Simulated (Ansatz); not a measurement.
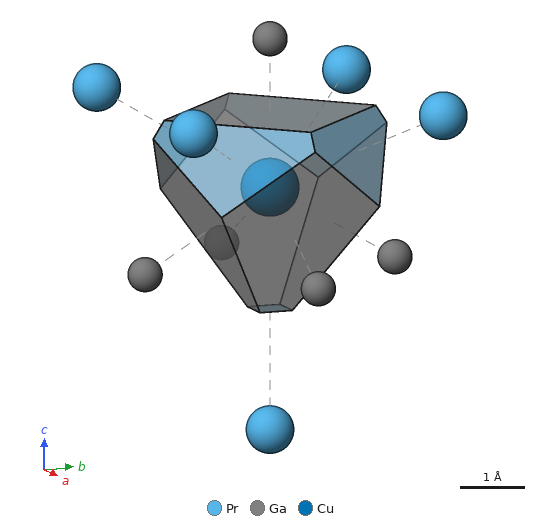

The polyhedron is the computed Voronoi (Dirichlet) cell of the central atom: each face lies in the plane that bisects the line to a neighbour. Central atom: Cu (2a) in PrGa3Cu; faces take the colour of the neighbour behind them. Origin: a calculation's input that goes back to an entry of the Crystallography Open Database (an earlier step may have relaxed or displaced it).

PrGa3Cu, space group I4mm (No. 107), a = 4.209 Å, b = 4.209 Å, c = 10.489 Å, α = 90.00°, β = 90.00°, γ = 90.00°

```json
{"site": "Pr", "Wyckoff": "2a", "x": "0.0000", "y": "0.0000", "z": "0.1486"}
{"site": "Ga1", "Wyckoff": "4b", "x": "0.0000", "y": "0.5000", "z": "0.3984"}
{"site": "Ga2", "Wyckoff": "2a", "x": "0.5000", "y": "0.5000", "z": "0.2444"}
{"site": "Cu", "Wyckoff": "2a", "x": "0.5000", "y": "0.5000", "z": "0.0181"}
```

> Give the Voronoi index ⟨n3,n4,n5,n6,…⟩ (numbers of faces with 3, 4, 5, 6 … edges).

10 faces, index ⟨0,2,8,0⟩: the ten-faced cell of a bicapped square antiprism.

> What is the volume of this Voronoi cell?

16.2 Å³, against a mean of 18.6 Å³ per atom in this structure.

> Tabulate the neighbours by distance and solid angle.

```json
{"neighbour": "Ga", "faces": "1", "distance (Å)": "2.37", "solid angle (% of sphere)": "17.7"}
{"neighbour": "Ga", "faces": "4", "distance (Å)": "2.45", "solid angle (% of sphere)": "58.7"}
{"neighbour": "Pr", "faces": "4", "distance (Å)": "3.28", "solid angle (% of sphere)": "23.0"}
{"neighbour": "Pr", "faces": "1", "distance (Å)": "3.88", "solid angle (% of sphere)": "0.6"}
```
